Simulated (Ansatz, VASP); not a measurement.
## SiBi: VASP beside Ansatz

Aim: how closely do two programs agree when they are given the same cell, functional and k mesh? The cell is invented: As first built, before any earlier steps moved the atoms (in the runner's words): it takes the SnP structure with all of its atoms replaced by other elements, volume scaled by an estimate. It may not be a known or stable phase. The cell is taken from a series of VASP runs on this material, whose earlier steps may have relaxed, scaled or displaced it; both programs get it as it stands. Valence electrons are named where the data sets of a main pair hold unlike numbers.

Main program and level: Ansatz 0.2.0; plane waves, with VASP 6.6.1 beside it; band structure at HSE06.

### 1. Starting point

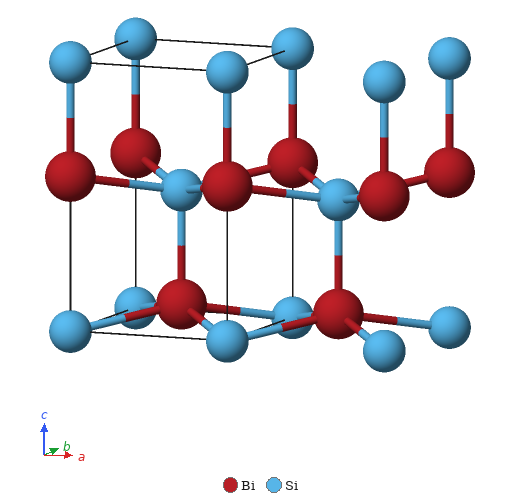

The cell as given, slightly off an axis (bismuth red, silicon blue). 2×1×1 cells are drawn. This picture shows the conventional cell, with its axes. Some periodic images of atoms are drawn too.

As a file:

```
Bi Si
1.0
    -2.02689    2.02689    3.24629
     2.02689   -2.02689    3.24629
     2.02689    2.02689   -3.24629
Bi Si
1 1
Direct
  0.57413 0.57413 0.00000
  0.99787 0.99787 0.00000
```

### 2. VASP: band structure, HSE06

A single point gives forces, pressure and levels at one fixed geometry, so differences don't come from the geometry; what else differs is listed under the comparison.

Lines of VASP's logs that name or quote its potential files are left out, and so is its time.

The run reads the wave functions of an earlier VASP run, which isn't shown here.

INCAR

```
SYSTEM = SiBi
PREC = Accurate
ENCUT = 400
EDIFF = 1E-06
NELM = 100
ISMEAR = 0
SIGMA = 0.02
LREAL = .FALSE.
ALGO = Normal
LHFCALC = .TRUE.
AEXX = 0.25
GGA = PE
HFSCREEN = 0.2
LASPH = .TRUE.
PRECFOCK = Fast
LORBIT = 11
LWAVE = .FALSE.
LCHARG = .FALSE.
KPAR = 4
```

POSCAR

```
SiBi
1.0
   -2.0268872060      2.0268872060      3.2462904277
    2.0268872060     -2.0268872060      3.2462904277
    2.0268872060      2.0268872060     -3.2462904277
Bi Si
1 1
Direct
    0.5741320490      0.5741320490      0.0000000000
    0.9978689510      0.9978689510      0.0000000000
```

KPOINTS

```
Automatic mesh
0
Gamma
5 5 5
0 0 0
```

KPOINTS_OPT

```
Line mode
10
Line-mode
Reciprocal
  0.00000000   0.00000000   0.00000000 GAMMA
  0.00000000   0.00000000   0.50000000 X

  0.00000000   0.00000000   0.50000000 X
 -0.19491911   0.19491911   0.50000000 Y

 -0.19491911   0.19491911   0.50000000 Y
 -0.34745956   0.34745956   0.34745956 S

 -0.34745956   0.34745956   0.34745956 S
  0.00000000   0.00000000   0.00000000 GAMMA

  0.00000000   0.00000000   0.00000000 GAMMA
  0.50000000   0.50000000  -0.50000000 Z

  0.50000000   0.50000000  -0.50000000 Z
  0.34745956   0.65254044  -0.34745956 S1

  0.34745956   0.65254044  -0.34745956 S1
  0.00000000   0.50000000   0.00000000 N

  0.00000000   0.50000000   0.00000000 N
  0.25000000   0.25000000   0.25000000 P

  0.25000000   0.25000000   0.25000000 P
  0.50000000   0.50000000  -0.19491911 Y1

  0.50000000   0.50000000  -0.19491911 Y1
  0.50000000   0.50000000  -0.50000000 Z

  0.00000000   0.00000000   0.50000000 X
  0.25000000   0.25000000   0.25000000 P
```

Potentials, in the order of the species: Bi_d and Si (PBE family, release 64).

On the command line:

```
mpirun -np 4 vasp_std
```

Numbers of over 12 decimals in the logs are rounded to 6 here.

Output:

```text
[banner, memory and clock lines left out]
running    4 mpi-ranks, on    1 nodes
 distrk:  each k-point on    1 cores,    4 groups
 distr:  one band on    1 cores,    1 groups

 POSCAR found type information on POSCAR BiSi
 POSCAR found :  2 types and       2 ions
 LDA part: xc-table for (Slater+PW92), standard interpolation
 found WAVECAR, reading the header
 POSCAR, INCAR and KPOINTS ok, starting setup
 FFT: planning ... GRIDC
 FFT: planning ... GRID_SOFT
 FFT: planning ... GRID
 reading WAVECAR
 the WAVECAR file was read successfully
 initial charge from wavefunction
 entering main loop
       N       E                     dE             d eps       ncg     rms          rms(c)
DAV:   1    -0.991725647494E+01   -0.99173E+01   -0.44888E-01   631   0.737E+00    0.191E+00
DAV:   2    -0.991925478363E+01   -0.19983E-02   -0.17329E-02   571   0.843E-01    0.121E+00
DAV:   3    -0.991896547326E+01    0.28931E-03   -0.32779E-03   587   0.335E-01    0.689E-01
DAV:   4    -0.991909118552E+01   -0.12571E-03   -0.56701E-04   583   0.126E-01    0.381E-01
DAV:   5    -0.991910734132E+01   -0.16156E-04   -0.49265E-05   734   0.787E-02    0.215E-01
DAV:   6    -0.991911289523E+01   -0.55539E-05   -0.14375E-05   630   0.383E-02    0.124E-01
DAV:   7    -0.991911828013E+01   -0.53849E-05   -0.56983E-06   546   0.177E-02    0.705E-02
DAV:   8    -0.991912141198E+01   -0.31318E-05   -0.96290E-07   304   0.735E-03    0.407E-02
DAV:   9    -0.991912318617E+01   -0.17742E-05   -0.46361E-07   299   0.648E-03    0.227E-02
DAV:  10    -0.991912421000E+01   -0.10238E-05   -0.23934E-07   289   0.478E-03    0.126E-02
DAV:  11    -0.991912483494E+01   -0.62494E-06   -0.14584E-07   279   0.394E-03
   1 F= -.99191248E+01 E0= -.99188044E+01  d E =-.640852E-03
 Start KPOINTS_OPT (optional k-point list driver)
k-point batch [1-18\110]
       N       E                     dE             ncg
DAV:   1    -0.384184170252E+03   -0.79093E+04      468
DAV:   2    -0.306418005311E+04   -0.26800E+04      473
DAV:   3    -0.325214735272E+04   -0.18797E+03      603
DAV:   4    -0.325962340126E+04   -0.74760E+01      615
DAV:   5    -0.325982472256E+04   -0.20132E+00      695
DAV:   6    -0.325983037870E+04   -0.56561E-02      675
DAV:   7    -0.325983047158E+04   -0.92878E-04      670
DAV:   8    -0.325983047287E+04   -0.12891E-05      449
DAV:   9    -0.325983047299E+04   -0.12248E-06      459
[...]
k-point batch [109-110\110]
       N       E                     dE             ncg
DAV:   1     0.910628027408E+04   -0.14964E+04       52
DAV:   2     0.881204937972E+04   -0.29423E+03       52
DAV:   3     0.879234961930E+04   -0.19700E+02       52
DAV:   4     0.879172668073E+04   -0.62294E+00       62
DAV:   5     0.879170386856E+04   -0.22812E-01       60
DAV:   6     0.879170297559E+04   -0.89296E-03       70
DAV:   7     0.879170296402E+04   -0.11572E-04       65
DAV:   8     0.879170296391E+04   -0.10830E-06       41
```

From OUTCAR (step 2):

```text
ion  position               nearest neighbor table
   1  0.574  0.574  0.000-   2 2.75   2 2.91   2 2.91   2 2.91   2 2.91
   2  0.998  0.998  0.000-   1 2.75   1 2.91   1 2.91   1 2.91   1 2.91

  LATTYP: Found a body centered tetragonal cell.
 ALAT       =     4.0537744120
 C/A-ratio  =     1.6016137544

 Subroutine GETGRP returns: Found  8 space group operations
 (whereof  8 operations were pure point group operations)

The static configuration has the point symmetry C_4v.

 Found     18 irreducible k-points:

   k-points           NKPTS =     18   k-points in BZ     NKDIM =    125   number of bands    NBANDS=     13

   dimension x,y,z NGX =    28 NGY =   28 NGZ =   28
   dimension x,y,z NGXF=    56 NGYF=   56 NGZF=   56

   ENCUT  =  400.0 eV  29.40 Ry    5.42 a.u.   7.06  7.06  7.06*2*pi/ulx,y,z

   NELECT =      19.0000    total number of electrons

 k-points in reciprocal lattice and weights: Automatic mesh
   0.00000000  0.00000000  0.00000000       0.008
   0.20000000 -0.00000000  0.00000000       0.064
   0.40000000  0.00000000  0.00000000       0.064
   0.20000000  0.20000000  0.00000000       0.064
   0.40000000  0.20000000 -0.00000000       0.128
  -0.40000000  0.20000000  0.00000000       0.128
  -0.20000000  0.20000000  0.00000000       0.032
   0.40000000  0.40000000 -0.00000000       0.064
  -0.40000000  0.40000000  0.00000000       0.032
[...]
-0.40000000  0.40000000  0.40000000       0.032
  -0.40000000 -0.40000000  0.40000000       0.016

  exchange ACFDT corr.  =         0.00000000  see jH, gK, PRB 81, 115126

 average (electrostatic) potential at core
       1 -98.1877       2 -79.5819

 E-fermi :   6.3817

 k-point     1 :       0.0000    0.0000    0.0000
  band No.  band energies     occupation
    ...
      6      -7.8703      2.00000
      7       3.1767      2.00000
      8       5.4188      2.00000
      9       5.4188      2.00000
     10       5.9901      2.00000
     11       9.6777      0.00000
     12      11.0423      0.00000
     13      11.0423      0.00000

 k-point     2 :       0.2000   -0.0000    0.0000
  band No.  band energies     occupation
    ...
      5     -18.2958      2.00000
      6      -7.3890      2.00000
      7       0.7384      2.00000
      8       5.3488      2.00000
      9       5.6455      2.00000
     10       6.7683      0.00000
     11       8.8552      0.00000
     12      10.1910      0.00000
     13      10.9350      0.00000

 k-point     3 :       0.4000    0.0000    0.0000
  band No.  band energies     occupation
    ...
      5     -18.2882      2.00000
      6      -6.1650      2.00000
      7      -2.1501      2.00000
      8       4.7003      2.00000
      9       6.3748      1.37500
     10       7.0554      0.00000
     11       8.2663      0.00000
     12       8.5030      0.00000
     13       9.5481      0.00000

  energy-cutoff  :      400.00
  volume of cell :       53.35
      direct lattice vectors                 reciprocal lattice vectors
    -2.026887206  2.026887206  3.246290428     0.000000000  0.246683683  0.154021956
     2.026887206 -2.026887206  3.246290428     0.246683683  0.000000000  0.154021956
     2.026887206  2.026887206 -3.246290428     0.246683683  0.246683683  0.000000000

 POSITION                                       TOTAL-FORCE (eV/Angst)
 -----------------------------------------------------------------------------------
      0.00000      0.00000      3.72760        -0.000000     -0.000000      0.102323
      0.00000      0.00000      6.47874         0.000000      0.000000     -0.102323
 -----------------------------------------------------------------------------------
    total drift:                                0.000010      0.000006      0.000882

  FREE ENERGIE OF THE ION-ELECTRON SYSTEM (eV)
  ---------------------------------------------------
  free  energy   TOTEN  =        -9.9191248349 eV

  energy  without entropy=       -9.9184839825  energy(sigma->0) =       -9.91880441

 total charge
# of ion       s       p       d       tot
------------------------------------------
    1        1.527   1.420   9.935  12.882
    2        0.863   0.723   0.000   1.586
--------------------------------------------------
tot          2.390   2.144   9.935  14.468

[... 3 further parts left out ...]
```

This run has no spin polarisation. Its electron count is odd, so without a moment it is a metal by construction. The k-mesh is coarse for exact exchange; levels may shift by about 0.1 eV on a finer one. The k-mesh is coarse for a metal. Spin-orbit coupling is off here; with elements this heavy it splits and shifts levels by tenths of an eV or more. The PAW data sets were made with PBE, which is usual practice but a small mismatch for other functionals.

(Continued in part 2 of 2.)

[Lines on the potential files, build, host, timing and source positions are cut from VASP's logs without a mark.]

[Logs are printed without paths, hosts, clocks, repeated set-up lines and the standing remarks that a program may print on its own settings, such as how far it seeks lower states.]

[Hosts, paths, dates, database ids (printed as entryN), source tags and the programs' standing remarks are cut or masked in the printed files.]
